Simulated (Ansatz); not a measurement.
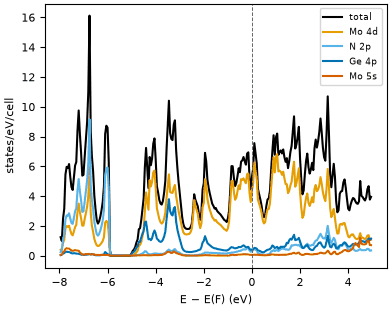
Figure. Total and projected density of states of GeMo2N in space group P6_3/mmc (No. 194; Ge on 2d, Mo on 4f, N on 2a), PBE (plane waves, PAW; program Ansatz)

Which orbitals carry the states next to the Fermi level?

Within 0.5 eV of the Fermi level: Mo 4d 82 %, Ge 4p 9 %, N 2p 6 %. Projections are on Löwdin-orthogonalised atomic valence shells; empty p or d shells of many metals are not among them.

Where is the tallest occupied peak in this window, and what makes it?

Near -6.8 eV, about 16 states/eV per cell; the largest projected share is N 2p.

The start of the workflow was typed in or built on a structure type; neither database checked (COD, Materials Project) lists it. Whether it is the stable phase at ambient conditions was not checked. Symmetry was held in the PBE relaxation; its stability against distortions is not shown here. The workflow began spin-polarised and lost its moments. The volume moved by 18 % from the start of the relaxation. Spin–orbit coupling is left out wherever it is not named.

Potentials: the earlier of the program's two PAW sets.
